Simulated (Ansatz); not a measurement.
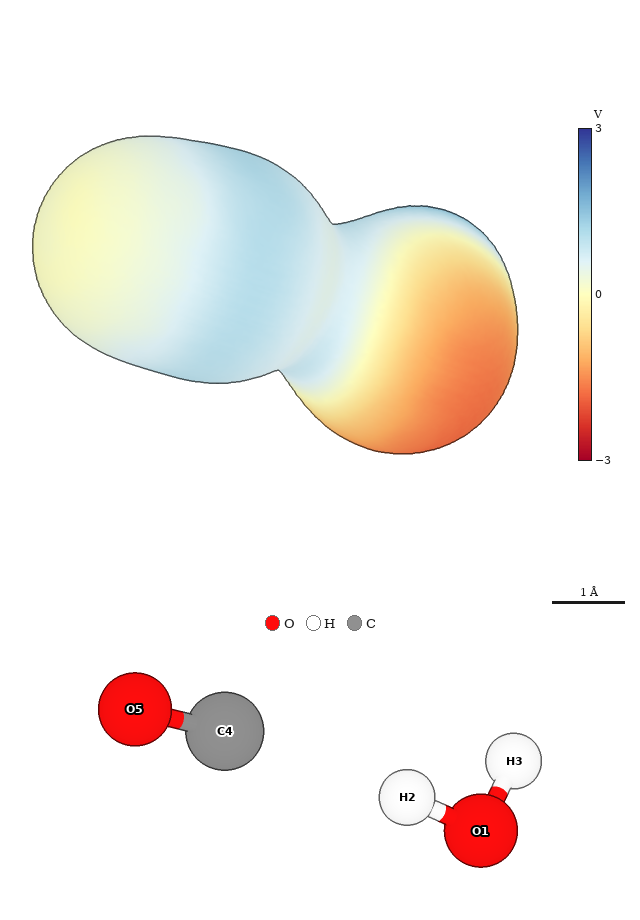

Figure. H2O···CO (SMILES O.[C-]#[O+]). The molecular electrostatic potential painted on the density surface at 0.002 e/bohr³, seen at a tilt; red is negative and blue positive. The bare structure is drawn below in the same view.

Geometry: PBE0-D4/def2-TZVP.

Method: Ansatz 0.2.0, RKS PBE0-D4/def2-TZVPPD.

```yaml
atoms:
  - { symbol: O, position_ang: [-0.2748, -0.0222, -1.6518] }
  - { symbol: H, position_ang: [-0.1710, -0.0209, -0.6954] }
  - { symbol: H, position_ang: [0.6117, -0.1329, -2.0006] }
  - { symbol: C, position_ang: [-0.0560, 0.0562, 1.6146] }
  - { symbol: O, position_ang: [-0.1100, 0.1198, 2.7330] }
```

Q: Which sites attract a positive test charge, and which a negative one?

A: A positive charge is drawn to the negative regions and a negative charge to the positive ones. The most negative region (about −1.8 V) lies over O1, the most positive (about +2.2 V) over H3. O1 is the likeliest acceptor of a hydrogen bond.
